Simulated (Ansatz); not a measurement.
**Geometry relaxation of CH$_{9}$AlSi (part 1 of 2)**

- system: CH$_{9}$AlSi
- method: RKS PBE0-D4/6-31G* (Ansatz 0.2.0)

It belongs to a series of runs on one base structure; here: end point B relaxed. Figures and captions count atoms from 1; the log counts them from 0 in places.

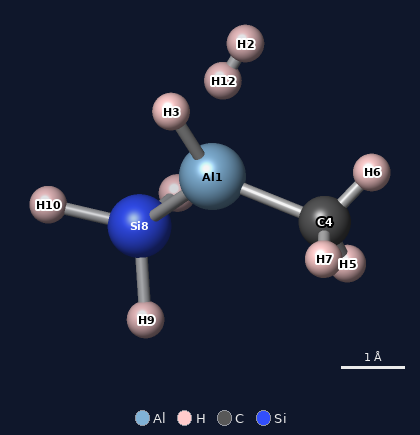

The input geometry (ball-and-stick view, seen at a tilt; atoms are numbered from 1 in the order of the input). Sticks mark near contacts. Bond lengths as drawn: Al–C 1.96 Å, Al–H 1.60 Å, Al–Si 2.35 Å, C–H 1.10 Å, H–H 0.71 Å and H–Si 1.50 Å.

**Input file**
```yaml
crystal:
  periodic: [false, false, false]
  atoms:
    - { symbol: Al, position_ang: [0.026056, -0.570263, -0.346155] }
    - { symbol: H, position_ang: [-0.013695, 0.265194, 2.284077] }
    - { symbol: H, position_ang: [1.306499, 0.357343, -0.574188] }
    - { symbol: C, position_ang: [-1.732115, 0.001413, -1.006532] }
    - { symbol: H, position_ang: [-2.536788, -0.698472, -0.747449] }
    - { symbol: H, position_ang: [-2.015891, 0.995734, -0.635747] }
    - { symbol: H, position_ang: [-1.710054, 0.07385, -2.104829] }
    - { symbol: Si, position_ang: [0.192927, -2.686007, 0.669955] }
    - { symbol: H, position_ang: [-0.539036, -3.728017, -0.118362] }
    - { symbol: H, position_ang: [1.579571, -3.205807, 0.882279] }
    - { symbol: H, position_ang: [-0.459759, -2.690095, 2.01891] }
    - { symbol: H, position_ang: [0.008486, -0.408573, 2.05424] }
basis:
  gaussian: { orbitals: "6-31G*" }
hamiltonian:
  xc: pbe0
  dispersion: d4
relax:
  f_tol: 0.03
  max_steps: 50
output:
  orbitals: {}
```

Hardware: 1 thread of Arm Neoverse V1, 24 GiB of memory available, shared host.

Command:
```bash
ansatz run input.yaml --threads 1 --pin off --max-ram 2048MiB --backend cpu --events-out ev --progress --plain --runs-dir out
```

**Log**
```
The last accepted step is kept in [file] (removed where the run ends without a failure and the disk answers)
Engine: ansatz 0.2.0, aarch64-unknown-linux-gnu
Functional definition: PBE0
  parameter a = 0.25
  parameter kappa = 0.804
  parameter beta = 0.06672455060314922
  exchange = (1 - a)*pbe_x(kappa = kappa, mu = beta*pi^2/3) + a*exact_x
  correlation = pbe_c(beta = beta)
820 factors; integrals over basis functions are off by at most 7.3e-4 eV
mean field evaluation 1: about -15643.8954 eV, gradient 4.1e1 eV
mean field evaluation 2: about -15642.3104 eV, gradient 4.5e1 eV
mean field evaluation 4: about -15647.9799 eV, gradient 8.1e-1 eV
mean field evaluation 8: about -15647.9880 eV, gradient 9.9e-3 eV
mean field -15647.98802241 eV, -575.0529532364 hartree, gradient 2.4e-5 eV, S^2 0.000000; 0 other end points of the search recorded, 0 dependent functions left out
the calculation of the forces begins
reference -15647.98805507 eV, -575.0529544365 hartree; 21, 21 occupied and 50, 50 virtual orbitals, 820 factors
relax step   1: F+E_penalty+E_count = -15648.16425193 eV  Δ(F+E_penalty+E_count) = +0.000e0 eV  max|allowed force component| = 1.500e0 eV/Å  Δτ_max = 0.0000 Å  (22 SCF iters, accepted)
these checks for a lower state are left out or cut short: starts, cluster_reference, orbital_swaps, neighbouring_geometries, increment
820 factors; integrals over basis functions are off by at most 7.4e-4 eV
mean field evaluation 16: about -15648.1179 eV, gradient 6.7e-2 eV
mean field -15648.11792253 eV, -575.0577269777 hartree, gradient 6.8e-5 eV, S^2 0.000000; 0 other end points of the search recorded, 0 dependent functions left out
[... from here on the field's lines of each further geometry are left out, up to the last ...]
relax step   2: F+E_penalty+E_count = -15648.28965237 eV  Δ(F+E_penalty+E_count) = -1.254e-1 eV  max|allowed force component| = 3.264e-1 eV/Å  Δτ_max = 0.1947 Å  (23 SCF iters, accepted)
relax step   3: F+E_penalty+E_count = -15648.30411428 eV  Δ(F+E_penalty+E_count) = -1.446e-2 eV  max|allowed force component| = 5.225e-1 eV/Å  Δτ_max = 0.1528 Å  (23 SCF iters, accepted)
relax step   4: F+E_penalty+E_count = -15648.31879328 eV  Δ(F+E_penalty+E_count) = -1.468e-2 eV  max|allowed force component| = 1.129e-1 eV/Å  Δτ_max = 0.1587 Å  (22 SCF iters, accepted)
relax step   5: F+E_penalty+E_count = -15648.31360149 eV  Δ(F+E_penalty+E_count) = +5.192e-3 eV  max|allowed force component| = 4.273e-1 eV/Å  Δτ_max = 0.2000 Å  (22 SCF iters, rejected (line search))
relax step   6: F+E_penalty+E_count = -15648.32413420 eV  Δ(F+E_penalty+E_count) = -5.341e-3 eV  max|allowed force component| = 2.333e-1 eV/Å  Δτ_max = 0.0971 Å  (24 SCF iters, accepted)
relax step   7: F+E_penalty+E_count = -15648.32969442 eV  Δ(F+E_penalty+E_count) = -5.560e-3 eV  max|allowed force component| = 6.364e-2 eV/Å  Δτ_max = 0.0974 Å  (23 SCF iters, accepted)
relax step   8: F+E_penalty+E_count = -15648.32960313 eV  Δ(F+E_penalty+E_count) = +9.129e-5 eV  max|allowed force component| = 7.931e-2 eV/Å  Δτ_max = 0.1464 Å  (23 SCF iters, rejected (line search))
relax step   9: F+E_penalty+E_count = -15648.33239131 eV  Δ(F+E_penalty+E_count) = -2.697e-3 eV  max|allowed force component| = 3.679e-2 eV/Å  Δτ_max = 0.0709 Å  (23 SCF iters, accepted)
relax step  10: F+E_penalty+E_count = -15648.33303040 eV  Δ(F+E_penalty+E_count) = -6.391e-4 eV  max|allowed force component| = 8.079e-2 eV/Å  Δτ_max = 0.0730 Å  (25 SCF iters, accepted)
relax step  11: F+E_penalty+E_count = -15648.33353471 eV  Δ(F+E_penalty+E_count) = -5.043e-4 eV  max|allowed force component| = 9.101e-2 eV/Å  Δτ_max = 0.0314 Å  (24 SCF iters, accepted)
relax step  12: F+E_penalty+E_count = -15648.33378912 eV  Δ(F+E_penalty+E_count) = -2.544e-4 eV  max|allowed force component| = 7.604e-2 eV/Å  Δτ_max = 0.0498 Å  (25 SCF iters, accepted)
relax step  13: F+E_penalty+E_count = -15648.33501288 eV  Δ(F+E_penalty+E_count) = -1.224e-3 eV  max|allowed force component| = 3.788e-2 eV/Å  Δτ_max = 0.0289 Å  (25 SCF iters, accepted)
relax step  14: F+E_penalty+E_count = -15648.33544913 eV  Δ(F+E_penalty+E_count) = -4.363e-4 eV  max|allowed force component| = 4.650e-2 eV/Å  Δτ_max = 0.0344 Å  (24 SCF iters, accepted)
relax step  15: F+E_penalty+E_count = -15648.33574751 eV  Δ(F+E_penalty+E_count) = -2.984e-4 eV  max|allowed force component| = 6.609e-2 eV/Å  Δτ_max = 0.0490 Å  (25 SCF iters, accepted)
relax step  16: F+E_penalty+E_count = -15648.33607759 eV  Δ(F+E_penalty+E_count) = -3.301e-4 eV  max|allowed force component| = 3.491e-2 eV/Å  Δτ_max = 0.0221 Å  (25 SCF iters, accepted)
relax step  17: F+E_penalty+E_count = -15648.33645233 eV  Δ(F+E_penalty+E_count) = -3.747e-4 eV  max|allowed force component| = 1.587e-2 eV/Å  Δτ_max = 0.0468 Å  (24 SCF iters, accepted)
relax step  18: F+E_penalty+E_count = -15648.33644589 eV  Δ(F+E_penalty+E_count) = +6.432e-6 eV  max|allowed force component| = 5.744e-2 eV/Å  Δτ_max = 0.0687 Å  (23 SCF iters, rejected (line search))
relax step  19: F+E_penalty+E_count = -15648.33676697 eV  Δ(F+E_penalty+E_count) = -3.146e-4 eV  max|allowed force component| = 2.373e-2 eV/Å  Δτ_max = 0.0337 Å  (23 SCF iters, accepted)
relax step  20: F+E_penalty+E_count = -15648.33692930 eV  Δ(F+E_penalty+E_count) = -1.623e-4 eV  max|allowed force component| = 6.138e-2 eV/Å  Δτ_max = 0.0981 Å  (24 SCF iters, accepted)
relax step  21: F+E_penalty+E_count = -15648.33727313 eV  Δ(F+E_penalty+E_count) = -3.438e-4 eV  max|allowed force component| = 5.578e-2 eV/Å  Δτ_max = 0.0116 Å  (20 SCF iters, accepted)
relax step  22: F+E_penalty+E_count = -15648.33751513 eV  Δ(F+E_penalty+E_count) = -2.420e-4 eV  max|allowed force component| = 2.536e-2 eV/Å  Δτ_max = 0.0095 Å  (20 SCF iters, accepted)
the calculation of the forces begins
reference -15648.16493854 eV, -575.0594547841 hartree; 21, 21 occupied and 50, 50 virtual orbitals, 820 factors
relax step  23: F+E_penalty+E_count = -15648.33793727 eV  Δ(F+E_penalty+E_count) = -4.221e-4 eV  max|allowed force component| = 8.113e-3 eV/Å  Δτ_max = 0.0474 Å  (23 SCF iters, accepted)
820 factors; integrals over basis functions are off by at most 7.3e-4 eV
mean field evaluation 160: about -15648.1649 eV, gradient 5.1e-6 eV
```

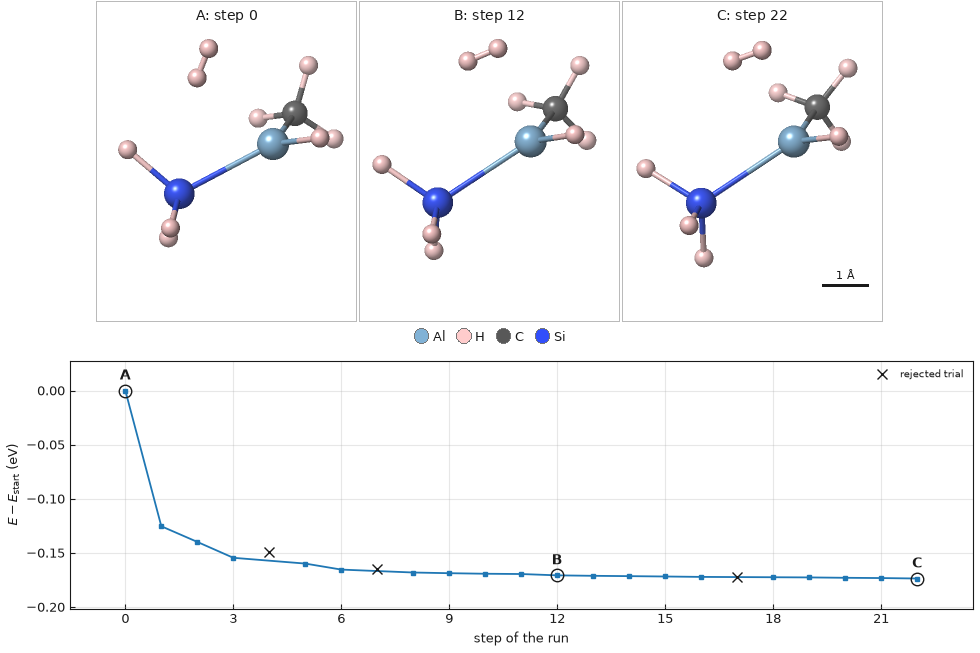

Frames of the relaxation (ball-and-stick view, seen at a tilt) above the curves, on which the letters mark them (the first geometry is step 0 here and step 1 in the log).

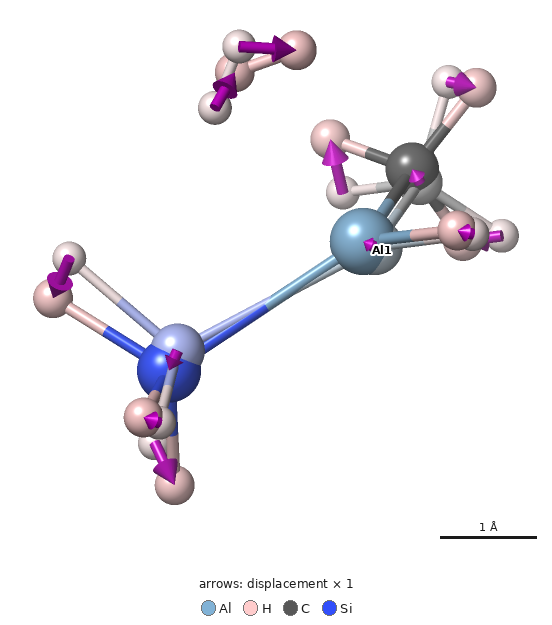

Start (faint) and end (solid) with the displacements as pink arrows, at true length (ball-and-stick view, seen at a tilt). The two geometries are laid on each other by the best rigid fit. The largest moves after the best rigid fit, 0.62 Å, are those of H2 and H5. By element the largest moves are H 0.62 Å, Si 0.23 Å, C 0.18 Å, Al 0.13 Å. Among the contacts that change: Al1–Si8 2.353 → 2.461 Å, H2–H12 0.712 → 0.752 Å. Among the angles that change: H3–Al1–Si8 121.8° → 119.2°, C4–Al1–Si8 118.1° → 120.2°, Al1–Si8–H10 116.1° → 114.0°. After 22 geometry steps the energy has fallen by 0.174 eV. Largest force component: 1.5 eV/Å at the start, 0.0081 eV/Å at the end. The line search rejected the trial steps at points 4, 7, 17 (counted from 0) and went back. (Atoms are counted from 1 in the order of the input.)

```
mean field -15648.16490548 eV, -575.0594535691 hartree, gradient 8.9e-5 eV, S^2 0.000000; 1 other end points of the search recorded, 0 dependent functions left out
the calculation of the forces begins
reference -15648.16493854 eV, -575.0594547841 hartree; 21, 21 occupied and 50, 50 virtual orbitals, 820 factors
Total energy: -15648.33797033 eV, -575.0658135853 hartree
Atom 0 at     0.010978    -0.595996    -0.219899 Å, force     0.001931    -0.000732     0.004927 eV/Å
Atom 1 at     0.024991     0.604097     1.772931 Å, force     0.000162     0.000659     0.000950 eV/Å
Atom 2 at     1.323519     0.298119    -0.410096 Å, force    -0.000877    -0.001892    -0.004690 eV/Å
Atom 3 at    -1.733109     0.066273    -0.836883 Å, force     0.004942     0.001156     0.001604 eV/Å
Atom 4 at    -2.570058    -0.330889    -0.251373 Å, force    -0.004357    -0.002597     0.002982 eV/Å
Atom 5 at    -1.792631     1.160639    -0.820039 Å, force     0.000005     0.002691     0.000516 eV/Å
Atom 6 at    -1.903059    -0.245490    -1.876567 Å, force    -0.000687     0.000140    -0.003995 eV/Å
Atom 7 at     0.236925    -2.901335     0.611050 Å, force    -0.000400    -0.006118     0.000414 eV/Å
Atom 8 at    -0.142035    -3.897790    -0.440191 Å, force     0.005072     0.003418     0.005805 eV/Å
Atom 9 at     1.619095    -3.253662     1.059426 Å, force    -0.008113     0.003257    -0.001444 eV/Å
Atom 10 at    -0.669029    -3.168047     1.774197 Å, force     0.002444    -0.000695    -0.006281 eV/Å
Atom 11 at    -0.299387    -0.029619     2.013643 Å, force    -0.000122     0.000714    -0.000787 eV/Å
Dipole moment:    -0.167689     0.253584     0.046258 e Å
```
